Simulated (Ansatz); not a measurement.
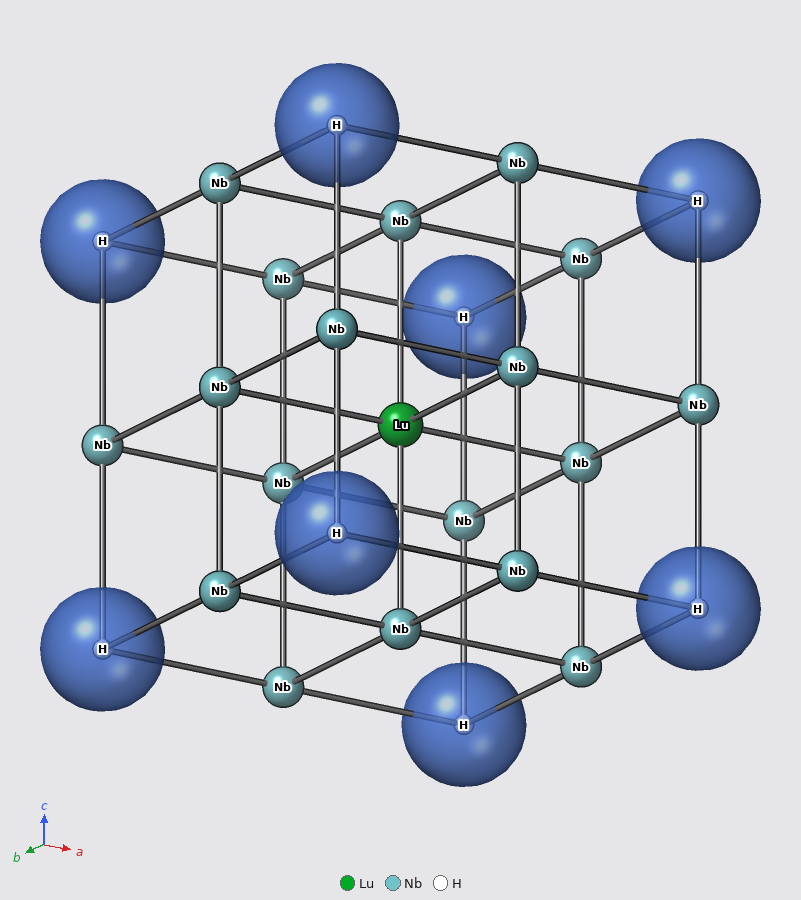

*LuNb$_{6}$H. Isosurface of the electron localisation function at 0.75 (blue), seen at an oblique angle. Core shells and regions of very low density are left out. Sticks mark near contacts.*

Space group Pm-3m; a structure generated by program, which may or may not match a known phase.

The calculation used DFT PBE, scalar-relativistic, plane waves, PAW (Ansatz).

Input

```
crystal:
  lattice:
    - [5.3628306233, 0.0, 0.0]
    - [0.0, 5.3628306233, 0.0]
    - [0.0, 0.0, 5.3628306233]
  atoms:
    - { symbol: Lu, position: [0.5, 0.5, 0.5] }
    - { symbol: Nb, position: [0.0, 0.5, 0.5] }
    - { symbol: Nb, position: [0.5, 0.0, 0.5] }
    - { symbol: Nb, position: [0.5, 0.5, 0.0] }
    - { symbol: Nb, position: [0.5, 0.0, 0.0] }
    - { symbol: Nb, position: [0.0, 0.5, 0.0] }
    - { symbol: Nb, position: [0.0, 0.0, 0.5] }
    - { symbol: H, position: [0.0, 0.0, 0.0] }
basis:
  ecutwfc: 420
kpoints:
  mp_grid: { grid: [8, 8, 8] }
  band_path:
    path:
      - [[0.0, 0.0, 0.0], [0.0, 0.5, 0.0], [0.5, 0.5, 0.0], [0.0, 0.0, 0.0], [0.5, 0.5, 0.5], [0.0, 0.5, 0.0]]
      - [[0.5, 0.5, 0.5], [0.5, 0.5, 0.0]]
    npoints: 14
hamiltonian:
  xc: pbe
scf:
  occupations: { method: gaussian, width: 0.1 }
  n_extra_bands: 20
output:
  forces: true
  stress: true
  eigenvalues: true
  populations: true
  dos: { projected: true, de: 0.02, nscf_kmesh: { grid: [10, 10, 10] } }
  bader: true
  write_density: true
  write_potential: true
  elf: true
  volumetric_format: npy
```

Command:

```sh
ansatz run input.yaml --threads 1 --pin off --max-ram 2560MiB --backend cpu --events-out ev --progress --plain --runs-dir out
```

Below, planes, directions and counts refer to the conventional cell (a = 5.36 Å, b = 5.36 Å, c = 5.36 Å, α = 90.00°, β = 90.00°, γ = 90.00°).

**Identify the bonds, lone pairs and shells in this picture.**

At this value the surface marks out one region around a hydrogen nucleus, counted in one cell of 8 atoms. Regions shared between cells count once. Profiles from the grid: Lu–Nb (2.68 Å): the ELF is about 0.25 at the midpoint: no shared electron pair shows on this line. Nb–Nb (2.68 Å): the ELF is about 0.35 at the midpoint.

**What Bader charges does the calculation give?**

Electrons move from Lu towards H. Bader charges: Lu +0.54, Nb −0.24 to +0.24 and H −0.52 e.
